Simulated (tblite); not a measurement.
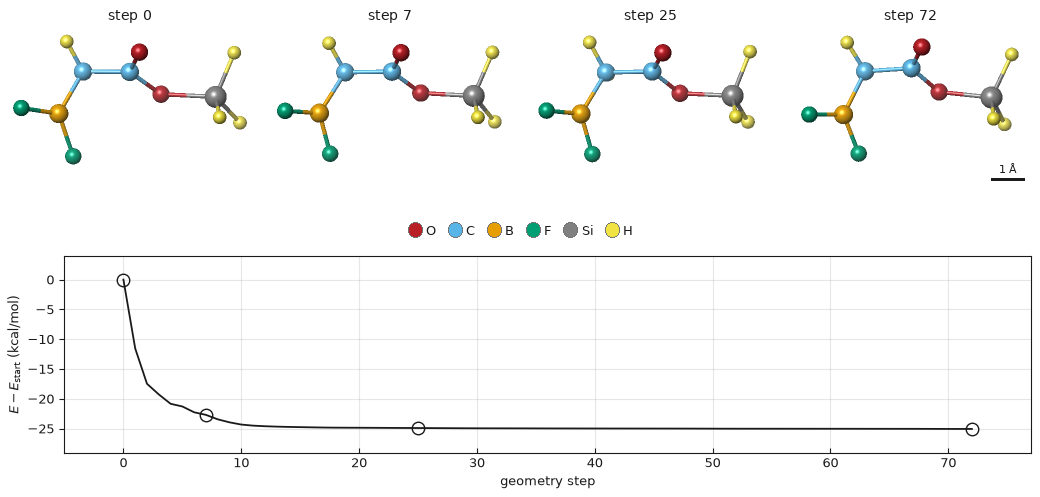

Frames of a relaxation of C₂H₅BF₂O₂Si, marked on the history of the run. A ball-and-stick model, seen face on.

The calculation used tblite 0.8.0, GFN2-xTB geometry optimisation, gas phase. 

Question: What happens along the run?

Answer: The energy falls by 25.1 kcal/mol in 72 geometry steps. The largest move after the best rigid fit is that of an H atom, 0.48 Å. By element the largest moves are H 0.48 Å, F 0.33 Å, O 0.18 Å, B 0.15 Å, Si 0.14 Å, C 0.14 Å. Some distances before and after: B–F 1.441 → 1.313 Å, O–Si 1.744 → 1.668 Å, C–O 1.390 → 1.318 Å, C–O 1.267 → 1.200 Å. Among the angles between lasting bonds that change: O–Si–H 109.1° → 97.5°, C–C–O 120.0° → 112.6°, F–B–F 120.5° → 114.3°. From step 0 to 7: an F atom moves most (0.17 Å), energy −22.7 kcal/mol. From step 7 to 25: an H atom moves most (0.22 Å), energy −2.21 kcal/mol. From step 25 to 72: an F atom moves most (0.20 Å), energy −0.15 kcal/mol.

```json
{"step": "0", "E − E(0), kcal/mol": "0.00"}
{"step": "1", "E − E(0), kcal/mol": "-11.55"}
{"step": "2", "E − E(0), kcal/mol": "-17.47"}
{"step": "3", "E − E(0), kcal/mol": "-19.26"}
{"step": "4", "E − E(0), kcal/mol": "-20.83"}
{"step": "5", "E − E(0), kcal/mol": "-21.28"}
{"step": "6", "E − E(0), kcal/mol": "-22.26"}
{"step": "7", "E − E(0), kcal/mol": "-22.69"}
{"step": "8", "E − E(0), kcal/mol": "-23.44"}
{"step": "9", "E − E(0), kcal/mol": "-23.95"}
{"step": "10", "E − E(0), kcal/mol": "-24.32"}
{"step": "13", "E − E(0), kcal/mol": "-24.67"}
{"step": "17", "E − E(0), kcal/mol": "-24.82"}
{"step": "20", "E − E(0), kcal/mol": "-24.85"}
{"step": "23", "E − E(0), kcal/mol": "-24.88"}
{"step": "26", "E − E(0), kcal/mol": "-24.91"}
{"step": "30", "E − E(0), kcal/mol": "-24.95"}
{"step": "33", "E − E(0), kcal/mol": "-24.96"}
{"step": "36", "E − E(0), kcal/mol": "-24.97"}
{"step": "39", "E − E(0), kcal/mol": "-24.98"}
{"step": "43", "E − E(0), kcal/mol": "-24.99"}
{"step": "46", "E − E(0), kcal/mol": "-24.99"}
{"step": "49", "E − E(0), kcal/mol": "-25.00"}
{"step": "52", "E − E(0), kcal/mol": "-25.02"}
{"step": "56", "E − E(0), kcal/mol": "-25.02"}
{"step": "59", "E − E(0), kcal/mol": "-25.02"}
{"step": "62", "E − E(0), kcal/mol": "-25.03"}
{"step": "65", "E − E(0), kcal/mol": "-25.03"}
{"step": "69", "E − E(0), kcal/mol": "-25.05"}
{"step": "72", "E − E(0), kcal/mol": "-25.06"}
```
